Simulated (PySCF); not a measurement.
# C$_{5}$H$_{12}$, SMILES `CC(C)(C)C`: electronic structure

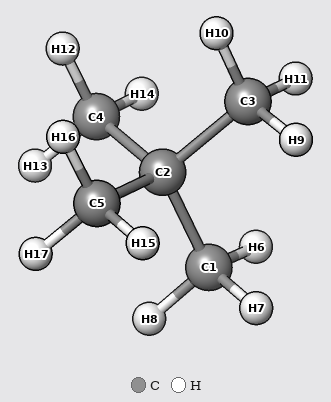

The molecule, with its atoms numbered as below. No frequency check shows the geometry to be a minimum.

Coordinates in Å:

```
C1       1.0396   -0.9416   -0.6114
C2       0.0003    0.0001    0.0004
C3       0.6800    0.9198    1.0163
C4      -0.6364    0.8442   -1.1061
C5      -1.0832   -0.8222    0.7010
H6       1.8197   -0.3747   -1.1153
H7       1.5035   -1.5523    0.1593
H8       0.5744   -1.6051   -1.3377
H9       1.1393    0.3371    1.8122
H10     -0.0443    1.5984    1.4624
H11      1.4559    1.5129    0.5360
H12     -1.3800    1.5213   -0.6905
H13     -1.1269    0.2084   -1.8390
H14      0.1192    1.4370   -1.6175
H15     -0.6498   -1.4302    1.4925
H16     -1.8337   -0.1706    1.1417
H17     -1.5791   -1.4838   -0.0057
```

Part 1: Bonding charge

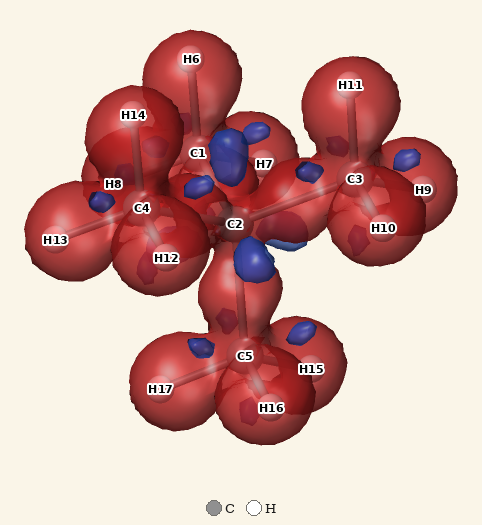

Deformation density (molecule less spherical, spin-averaged free atoms at the same positions), surfaces at ±0.1 e/Å³; red: gain, blue: loss.

Computed with PySCF, ωB97X/def2-TZVP, geometry: GFN2-xTB.

Q: How much density has each bond gained at its critical point, relative to the free atoms?

A: C1–H7, C4–H13, C5–H16, C5–H17 and 8 more like them: +0.72 e/Å³ at the bond critical point (bond length 1.09 Å, Mayer order 1.0). C2–C3, C1–C2, C2–C5 and C2–C4: +0.50 e/Å³ at the bond critical point (bond length 1.53 Å, Mayer order 1.0). In all, 3.8 electrons gather in the regions of gain relative to the promolecule.

Q: Where do the Hirshfeld charges lie?

A: The highest Hirshfeld charge is on H6, H7, H8, H9, H10, H11, H12, H13, H14, H15, H16 and H17 (+0.04 e), the lowest on C1, C3, C4 and C5 (−0.13 e).

| atom | charge (e) |
| --- | --- |
| C1 | −0.13 |
| C2 | +0.02 |
| C3 | −0.13 |
| C4 | −0.13 |
| C5 | −0.13 |
| H6 | +0.04 |
| H7 | +0.04 |
| H8 | +0.04 |
| H9 | +0.04 |
| H10 | +0.04 |
| H11 | +0.04 |
| H12 | +0.04 |
| H13 | +0.04 |
| H14 | +0.04 |
| H15 | +0.04 |
| H16 | +0.04 |
| H17 | +0.04 |

Part 2: Bond critical points

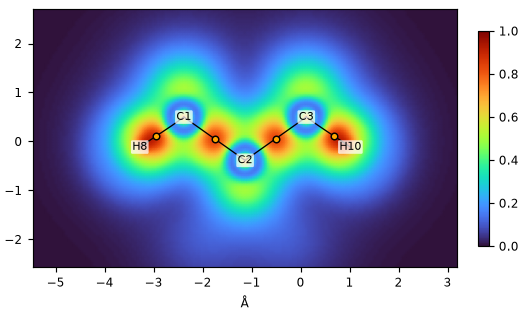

Localised orbital locator (LOL) in the plane of C1, C2, C3, H8 and H10, with bond paths and bond critical points (dots).

Q: Rank the bonds in the plane by LOL at their critical points.

A: C3–H10 and C1–H8: about 0.88; C2–C3 and C1–C2: about 0.83. Values above 0.5 mark slow, localised electrons, as in shared pairs; low values at a critical point mark a polar or closed-shell contact whose critical point lies between the shells.

Q: Where along C3–H10 does the critical point lie?

A: 0.69 Å from C3 and 0.40 Å from H10.

Part 3: Local ionisation energy

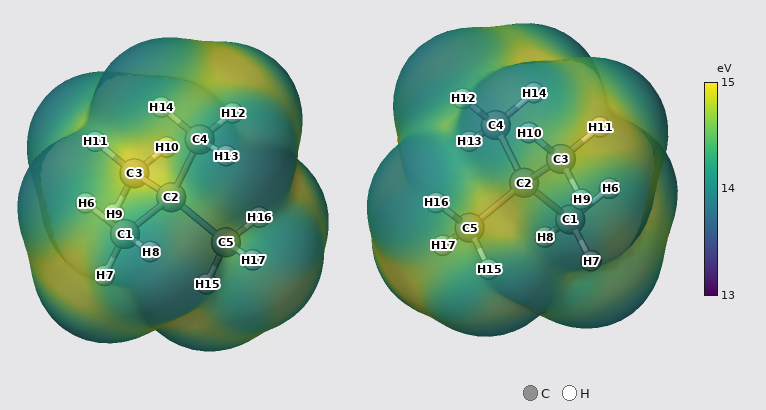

Average local ionisation energy on the surface of electron density 0.001 a.u. (back view left, front view right).

Q: Where are the most loosely bound electrons on this surface?

A: The lowest value is 13.9 eV, 1.4 Å from H12, and at like points elsewhere. For comparison, the highest occupied orbital lies at −11.4 eV.

Q: What volume does the surface enclose, and what is the dipole moment?

A: About 135 Å³; the dipole moment is 0.0 D.

Part 4: In an electric field

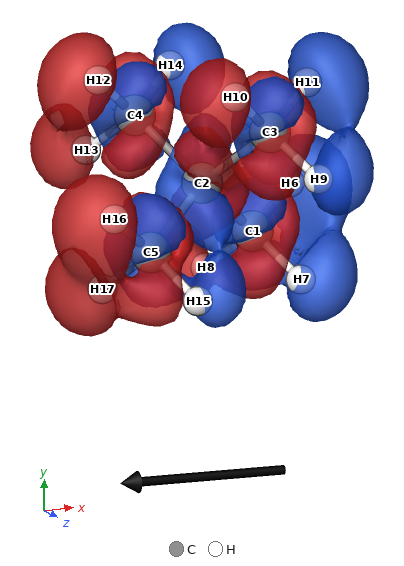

Change of the electron density in a uniform field of 0.21 V/Å along −x (arrow), surfaces at ±0.0015 e/Å³ (blue: gain, red: loss).

Method: ωB97X/def2-TZVP; geometry: GFN2-xTB; program: PySCF. A basis without diffuse functions makes polarisabilities too small.

The field was applied in both directions; the picture shows the one opposite to the script's first.

Q: What dipole is induced, and what polarisability does it imply?

A: The induced dipole is 0.63 D (along the field); α along this axis, from the fields in both directions, is 62 bohr³ (9.2 Å³).
